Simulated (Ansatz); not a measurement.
Process, species as SMILES: F (HF) → [F-] + H+
B3LYP-D3(BJ)/def2-TZVP geometries, fixed; electronic energies without zero-point terms.

Basis-set convergence of the deprotonation energy at PBE with Ansatz (an electronic-structure program). Cartesian d functions, on some or all atoms, in 6-31+G*; all else is spherical. The program fits the integrals of some runs and decomposes those of others, by size. No added dispersion term, no relativity. Functions are those of the species that has most. Reference: the value in aug-cc-pV5Z, 371.50 kcal/mol, itself unsure by roughly 0.23 kcal/mol (its mean distance from aug-pcseg-3, aug-cc-pVQZ, def2-QZVPPD). Deviations are taken from unrounded values.

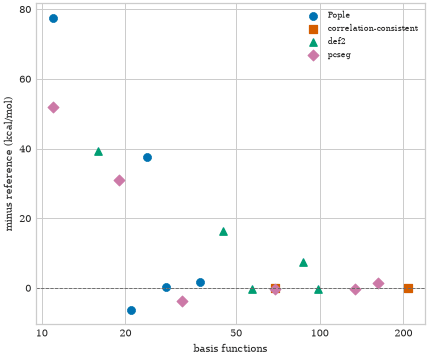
Fig. 1. Deviation from the reference against the number of basis functions, by family of sets.

```json
[
 {"basis": "3-21G", "functions": "11", "deprotonation energy (kcal/mol)": "449.01", "minus reference (kcal/mol)": "77.51"},
 {"basis": "pcseg-0", "functions": "11", "deprotonation energy (kcal/mol)": "423.44", "minus reference (kcal/mol)": "51.94"},
 {"basis": "def2-SV(P)", "functions": "16", "deprotonation energy (kcal/mol)": "410.88", "minus reference (kcal/mol)": "39.38"},
 {"basis": "pcseg-1", "functions": "19", "deprotonation energy (kcal/mol)": "402.45", "minus reference (kcal/mol)": "30.95"},
 {"basis": "6-31+G*", "functions": "21", "deprotonation energy (kcal/mol)": "365.19", "minus reference (kcal/mol)": "-6.30"},
 {"basis": "6-311G**", "functions": "24", "deprotonation energy (kcal/mol)": "408.97", "minus reference (kcal/mol)": "37.47"},
 {"basis": "6-311+G**", "functions": "28", "deprotonation energy (kcal/mol)": "371.66", "minus reference (kcal/mol)": "0.16"},
 {"basis": "aug-pcseg-1", "functions": "32", "deprotonation energy (kcal/mol)": "367.77", "minus reference (kcal/mol)": "-3.73"},
 {"basis": "6-311++G(2d,2p)", "functions": "37", "deprotonation energy (kcal/mol)": "373.15", "minus reference (kcal/mol)": "1.66"},
 {"basis": "def2-TZVPP", "functions": "45", "deprotonation energy (kcal/mol)": "387.74", "minus reference (kcal/mol)": "16.25"},
 {"basis": "def2-TZVPPD", "functions": "57", "deprotonation energy (kcal/mol)": "371.09", "minus reference (kcal/mol)": "-0.41"},
 {"basis": "aug-cc-pVTZ", "functions": "69", "deprotonation energy (kcal/mol)": "371.33", "minus reference (kcal/mol)": "-0.17"},
 {"basis": "aug-pcseg-2", "functions": "69", "deprotonation energy (kcal/mol)": "371.07", "minus reference (kcal/mol)": "-0.42"},
 {"basis": "def2-QZVPP", "functions": "87", "deprotonation energy (kcal/mol)": "379.07", "minus reference (kcal/mol)": "7.57"},
 {"basis": "def2-QZVPPD", "functions": "99", "deprotonation energy (kcal/mol)": "371.22", "minus reference (kcal/mol)": "-0.27"},
 {"basis": "aug-pcseg-3", "functions": "134", "deprotonation energy (kcal/mol)": "371.23", "minus reference (kcal/mol)": "-0.27"},
 {"basis": "pcseg-4", "functions": "162", "deprotonation energy (kcal/mol)": "372.93", "minus reference (kcal/mol)": "1.43"},
 {"basis": "aug-cc-pV5Z", "functions": "207", "deprotonation energy (kcal/mol)": "371.50", "minus reference (kcal/mol)": "0.00"}
]
```
